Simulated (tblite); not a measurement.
**Frequency calculation, with input and output: C3H10AsSi2**

System: C3H10AsSi2, multiplicity 2, SMILES C[C]1C[As]([SiH3])[SiH2]1.
Method: GFN2-xTB harmonic vibrations, gas phase (tblite 0.8.0).

It belongs to a series of runs on one base structure; here: H removed from sp3 C.

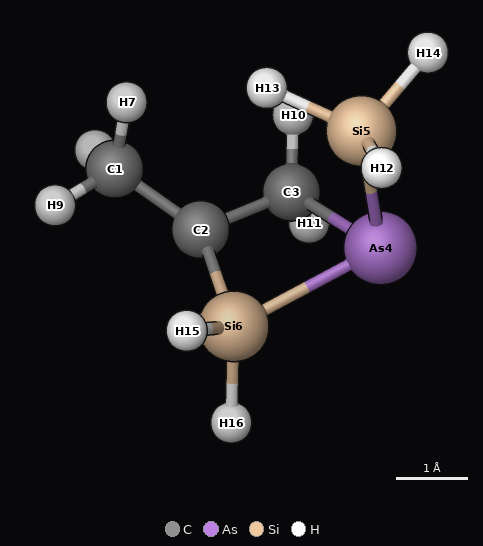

Fig. 1: The structure (ball-and-stick view, seen at a tilt; atoms are numbered from 1 in the order of the input).

### The input
```
{"job": {"kind": "ir", "xc": "GFN2-xTB", "basis": "xTB"}, "charge": 0, "multiplicity": 2}
C      1.279415    -0.408607     1.595051
C      1.133841     0.010125     0.177317
C      0.741479    -0.988110    -0.857000
As    -0.506014     0.177008    -1.942889
Si    -2.388608    -0.110207    -0.616246
Si     0.676828     1.659772    -0.518052
H      0.357952    -0.864702     1.975789
H      2.064549    -1.164361     1.690639
H      1.531694     0.438726     2.229323
H      0.313963    -1.910758    -0.447493
H      1.584405    -1.280662    -1.499097
H     -3.303344     1.031542    -0.749386
H     -2.120951    -0.274986     0.821148
H     -3.127710    -1.313083    -1.031806
H     -0.010721     2.619933     0.362465
H      1.765625     2.387312    -1.201175
```

The first line tells a small driver script what to run in tblite; the rest is the geometry in Å.

Command:
```bash
OMP_NUM_THREADS=1 python <driver script> task.json out
```

### The program's output
```
mode    cm-1     km/mol
  1      50.5      0.09
  2      68.7      1.50
  3      99.9      0.76
  4     109.6      0.89
  5     144.8      1.29
  6     222.4      6.61
  7     279.0      0.52
  8     321.8      0.85
  9     345.4     11.74
 10     359.0      0.53
 11     390.3     21.60
 12     437.8     36.25
 13     452.2     27.54
 14     468.4     25.95
 15     565.2    199.54
 16     583.5     35.52
 17     660.5     25.71
 18     741.8     31.60
 19     785.5    715.05
 20     797.8    134.21
 21     813.3    162.14
 22     822.3    237.00
 23     962.2      5.84
 24     966.9     10.01
 25    1025.6      5.82
 26    1113.2      3.17
 27    1193.9      0.76
 28    1254.0     27.73
 29    1392.9      3.21
 30    1447.7      0.38
 31    1473.1      1.81
 32    1484.7      3.36
 33    2106.5    447.63
 34    2144.1    212.04
 35    2170.4    423.39
 36    2177.5    239.50
 37    2194.7    348.53
 38    2832.9     55.42
 39    2893.9     26.07
 40    2896.9     51.86
 41    2947.5     36.10
 42    3025.0     24.51
```

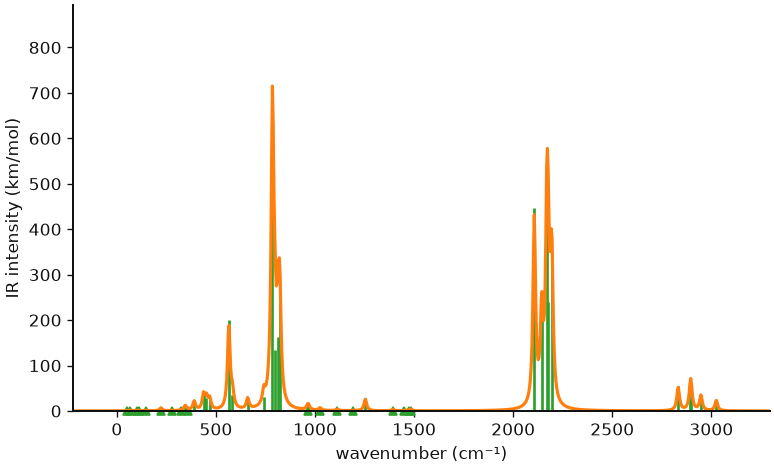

Fig. 2: Harmonic infrared spectrum, unscaled: sticks (degenerate modes added up, dark ones marked on the axis) with a Lorentzian envelope of 16 cm⁻¹ full width, scaled to the tallest stick. 42 modes from 50 to 3025 cm⁻¹, none imaginary. The strongest line is at 786 cm⁻¹ (715 km/mol).

### Key numbers

- outcome: converged
- total energy: −469.9211 eV
- zero-point energy: 67.5090 kcal/mol
- hardware: 1 CPU thread, shared host
- wall time: 0.52 s
- peak memory: 0.18 GiB
